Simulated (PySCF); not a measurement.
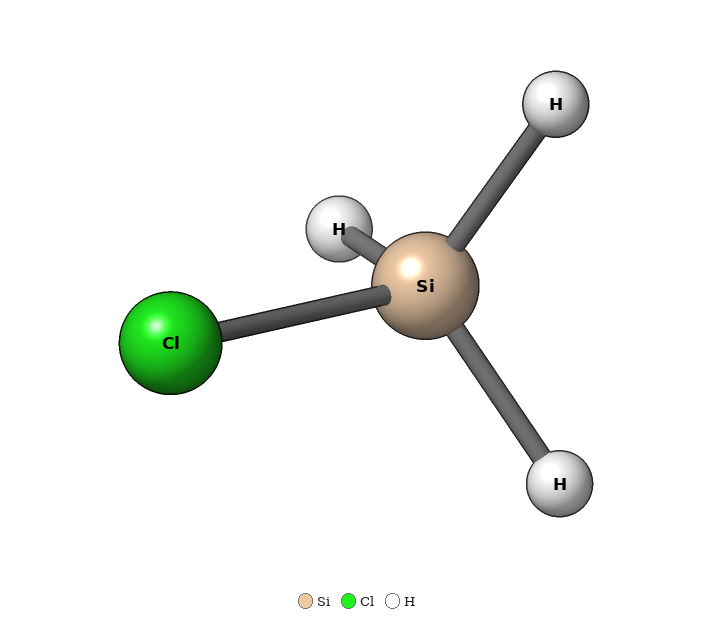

Ball-and-stick drawing of a structure. Every bond is drawn as one stick, whatever its order.

Identify the structure.

It has 5 atoms: 1 chlorine, 3 hydrogen and 1 silicon (ClH3Si). SMILES: `[SiH3]Cl`. Among its groups: Si–H bond. This geometry has C3v symmetry. Coordination: 1 Si tetrahedral.

The parts below concern this one geometry. Atoms keep their numbers from picture to picture. The computed structure is the end point of a PBE0-D3(BJ)/def2-SVP optimisation. No frequency run is at hand to confirm it as a minimum.

Geometry

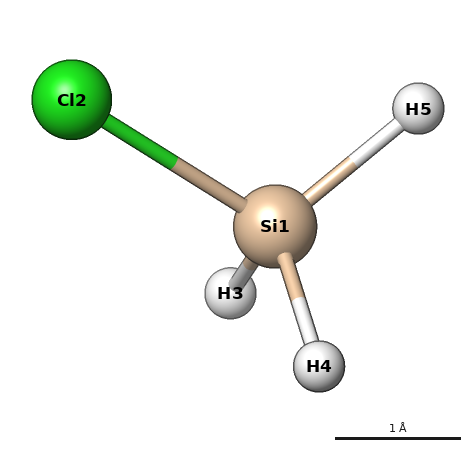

The atoms are numbered. No frequency run is at hand to confirm it as a minimum.

Which atoms are bonded, and how long are the bonds?

```json
{"bond": "Si1–Cl2", "length (Å)": "2.067", "order": "single"}
{"bond": "Si1–H3", "length (Å)": "1.489", "order": "single"}
{"bond": "Si1–H4", "length (Å)": "1.489", "order": "single"}
{"bond": "Si1–H5", "length (Å)": "1.489", "order": "single"}
```

Core levels

No frequency run is at hand to confirm it as a minimum. Level of theory: delta-SCF UKS SCAN, pcX-2 on the ionised atom, pcseg-1 elsewhere, spin-free X2C (PySCF 2.14.0).

Give the core-electron binding energies (to vacuum; p and d levels without spin–orbit splitting) of Si1 1s, Si1 2p, Cl2 1s, Cl2 2p.

| atom | level | binding energy (eV) |
| --- | --- | --- |
| Si1 | 1s | 1848.1 |
| Si1 | 2p | 108.4 |
| Cl2 | 1s | 2828.8 |
| Cl2 | 2p | 206.8 |

NMR shielding

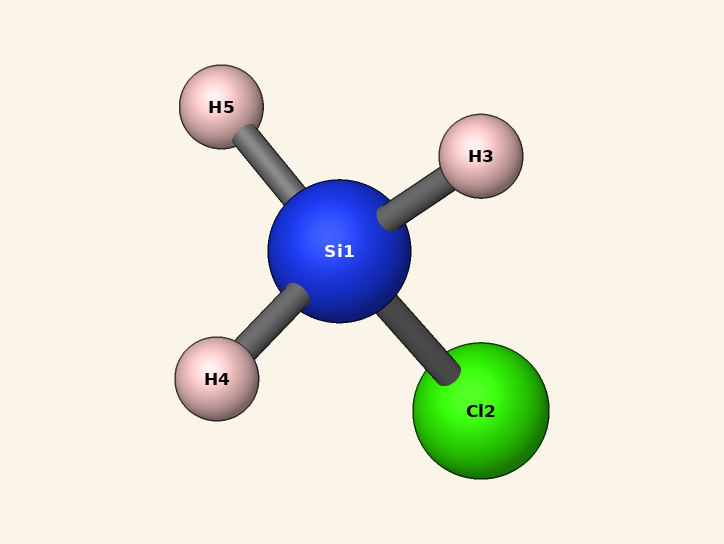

No frequency run is at hand to confirm it as a minimum. Level of theory: GIAO PBE0/pcSseg-1 NMR shielding, non-relativistic, gas phase (PySCF 2.14.0). Principal shieldings σ11 ≤ σ22 ≤ σ33, span Ω = σ33 − σ11, skew κ = 3(σiso − σ22)/Ω.

Give the shielding tensors of the Si atoms.

| atom | σ11 | σ22 | σ33 | σiso | Ω | κ |
| --- | --- | --- | --- | --- | --- | --- |
| Si1 | 348.1 | 348.3 | 450.7 | 382.4 | 102.6 | 1.00 |

Shieldings and span in ppm.

Polarisability

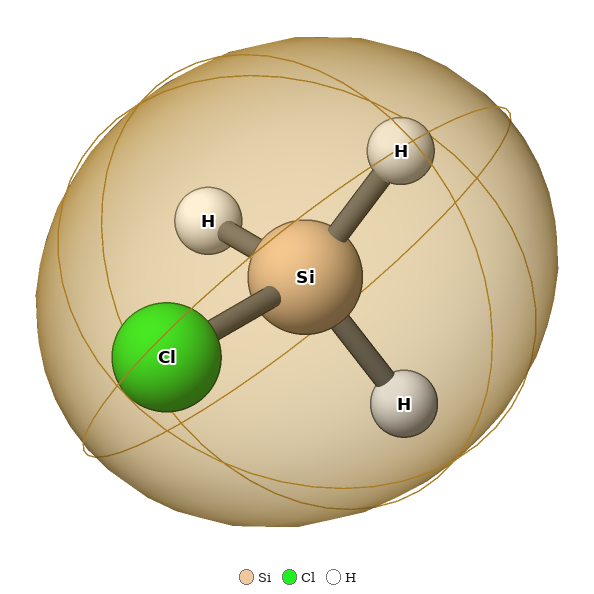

The ellipsoid shows the static dipole polarisability: its half-axes are proportional to the principal values. No frequency run is at hand to confirm it as a minimum. Level of theory: ωB97X-D/def2-SVPD (PySCF 2.14.0).

**How large and how anisotropic is the polarisability?**

Principal values 38.8, 38.8, 48.9 bohr³; mean 42.2 bohr³ (6.25 Å³); anisotropy 10.1 bohr³, so the longest axis is 1.26 times the shortest.
